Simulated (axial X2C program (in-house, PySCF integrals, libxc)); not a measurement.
# TaCO⁺: bond lengths and stretches, held linear

Aim: the two bond lengths and stretching wavenumbers of linear TaCO⁺, with and without spin–orbit coupling, at PBE0, BHandHLYP.

Method: all-electron X2C, two-component (2c) or spin-free, Ta dyall-v3z, C dyall-v3z, O dyall-av3z; program: an in-house X2C program for linear molecules on PySCF integrals.

All values are calculated.

2 further runs of the same task are left out: 2 set aside as unsound or not needed.

## Step 1: Set-up

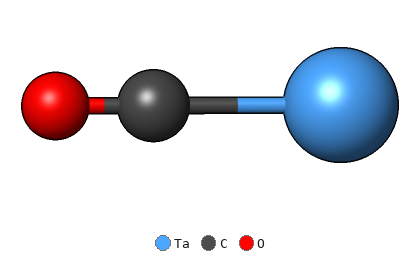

The atoms on one line, bonds 2.160 and 1.130 Å (tantalum blue, carbon dark grey, oxygen red).

task.json

```json
{"zs": [73, 6, 8], "q": 1, "bas": ["dyall-v3z", "dyall-v3z", "dyall-av3z"], "r0": [2.16, 1.13], "symm": 0, "scan": ["PBE0", "HF", "BHandHLYP"], "levels": ["PBE0", "HF", "B3LYP"], "nst": 2}
```

Keys: zs atomic numbers; q charge; bas basis sets; r0 starting distance in Å; symm equal bonds; scan levels of the two-bond scan; levels methods; nst determinants followed.

The run is started by

```console
$ python solin.py task.json out
```

Masses Ta 180.948, C 12.000, O 15.995 u.

## Step 2: Scan at PBE0, 2c

State: Ω = 4 (beyond evenly filled blocks: ω = 3/2, ω = 5/2). Energies above the lowest point, from the job's result record:

```
r(Ta–C) (Å)  r(C–O) (Å)  E (meV)
     1.9948      1.1017    79.43
     1.9948      1.1300    22.36
     1.9948      1.1582    60.64
     2.0460      1.1017    48.01
     2.0460      1.1300     0.00
     2.0460      1.1582    47.34
     2.0460      1.1865   172.76
     2.0971      1.1017    55.71
     2.0971      1.1300    15.79
     2.0971      1.1582    71.22
     2.1483      1.1300    60.37
     2.1483      1.1865   263.91
```

A quadratic surface with cubic terms in each bond gives the minimum at 2.049 and 1.129 Å, force constants 2.29, 19.2 and coupling 0.90 mdyn/Å.

## Step 3: Scan at BHandHLYP, 2c

State: Ω = 4 (beyond evenly filled blocks: ω = 3/2, ω = 5/2). Energies above the lowest point, from the job's result record:

```csv
r(Ta–C) (Å),r(C–O) (Å),E (meV)
1.9948,1.1017,76.06
1.9948,1.1300,67.80
1.9948,1.1582,153.11
2.0460,1.1017,18.83
2.0460,1.1300,20.95
2.0460,1.1582,116.85
2.0460,1.1865,289.36
2.0971,1.1017,0.00
2.0971,1.1300,11.26
2.0971,1.1582,116.48
2.1483,1.1300,29.39
2.1483,1.1865,333.37
```

A quadratic surface with cubic terms in each bond gives the minimum at 2.098 and 1.113 Å, force constants 1.66, 20.9 and coupling 1.04 mdyn/Å.

## Step 4: Scan at PBE0, spin-free

State: M_S = 2, Λ = 2 (beyond evenly filled blocks: σα, π+α, π-α, δ+α). Energies above the lowest point, from the job's result record:

```csv
r(Ta–C) (Å),r(C–O) (Å),E (meV)
1.9948,1.1017,82.23
1.9948,1.1300,23.80
1.9948,1.1582,60.75
2.0460,1.1017,49.27
2.0460,1.1300,0.00
2.0460,1.1582,46.10
2.0460,1.1865,170.30
2.0971,1.1017,56.00
2.0971,1.1300,14.92
2.0971,1.1582,69.20
2.1483,1.1300,59.09
2.1483,1.1865,260.51
```

A quadratic surface with cubic terms in each bond gives the minimum at 2.050 and 1.129 Å, force constants 2.31, 19.1 and coupling 0.91 mdyn/Å.

## Step 5: Comparison

| level | r(Ta–C) (Å) | r(C–O) (Å) | lower stretch (cm⁻¹) | upper stretch (cm⁻¹) |
| --- | --- | --- | --- | --- |
| PBE0, 2c | 2.049 | 1.129 | 399.4 | 2162.7 |
| BHandHLYP, 2c | 2.098 | 1.113 | 340.8 | 2239.8 |
| PBE0, spin-free | 2.050 | 1.129 | 400.9 | 2160.5 |
| BHandHLYP, spin-free | 2.096 | 1.113 | 346.5 | 2236.6 |

Scans not shown above were run alike.

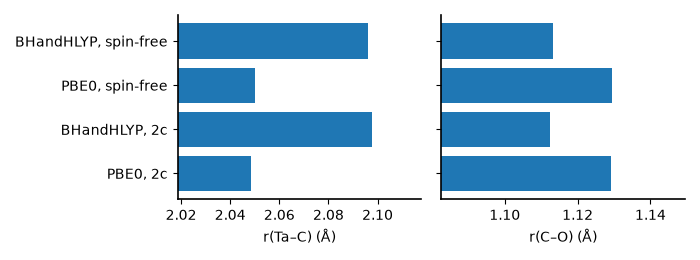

The two bond lengths by level.

What this shows: Over the levels the Ta–C bond spans 2.049 to 2.098 Å and the C–O bond 1.113 to 1.129 Å. At PBE0 going from spin-free to two-component moves the bonds by -0.001 and -0.000 Å. Each state is one determinant, the lowest of a limited PBE0 search; the stretches come from a fit to few points and are good to some per cent at best. The molecule was held linear; bending was not examined, so a bent shape may lie lower. Open-shell Ω = 0 determinants with evenly filled partner blocks cannot be reached by this program, so the Ω shown need not be the lowest component. Note: functional without a current term on a determinant with orbital currents, of the molecule or an atom. Note: several unpaired electrons, one determinant need not be a pure state.
